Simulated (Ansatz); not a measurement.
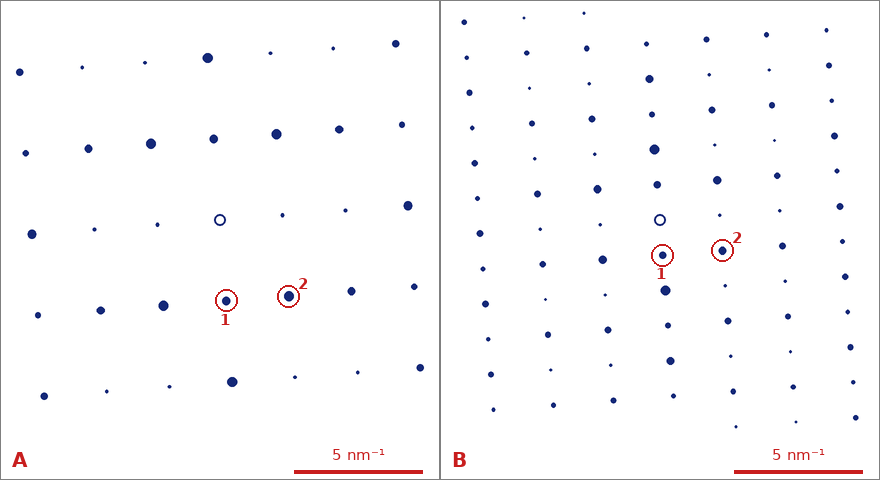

Kinematic electron diffraction patterns (300 kV, B = 0.5 Å², same scale) along [100] of the run's own cell, for the start and the end of one relaxation of Ag2Br with DFT, PAW plane waves, lda in Ansatz 0.2.0. k mesh 8×8×5. The start is a generated model structure, and the relaxation ends in the nearest stationary point of its symmetry, not necessarily the ground state. Spot 1 is 0 0 -1 and spot 2 is 0 1 -1 in both.

Start structure:

```yaml
crystal:
  lattice:
    - [4.88630, 0.00000, 0.00000]
    - [-2.44315, 4.23166, 0.00000]
    - [0.00000, 0.00000, 7.20344]
  atoms:
    - { symbol: Br, position: [0.00000, 0.00000, 0.00000] }
    - { symbol: Ag, position: [0.33330, 0.66670, 0.50000] }
    - { symbol: Ag, position: [0.66660, 0.33330, 0.50000] }
```

### Which pattern belongs to the start structure, and which to the relaxed one?

B is the start: its cell gives d(1) = 7.203 Å, d(2) = 3.649 Å and an angle of 59.6°. A is the relaxed structure, with d(1) = 3.132 Å (-56.5 %), d(2) = 2.477 Å (-32.1 %) and 37.7°.

### Name reflections whose intensity changes strongly on relaxation.

0 2 1 goes from 19 to 49 % of the strongest spot; 0 1 -1 goes from 43 to 96 % of the strongest spot; 0 0 1 goes from 26 to 52 % of the strongest spot.

### What did the relaxation do to the structure and the energy?

The volume changed by -60.2 % to 19.74 Å³ an atom; the fractional coordinates hardly changed; the space group stayed P6/mmm (No. 191); the free energy fell by 1100 meV an atom. Relaxed cell: a = 4.673 Å, b = 4.673 Å, c = 3.132 Å, α = 90.00°, β = 90.00°, γ = 120.00°.
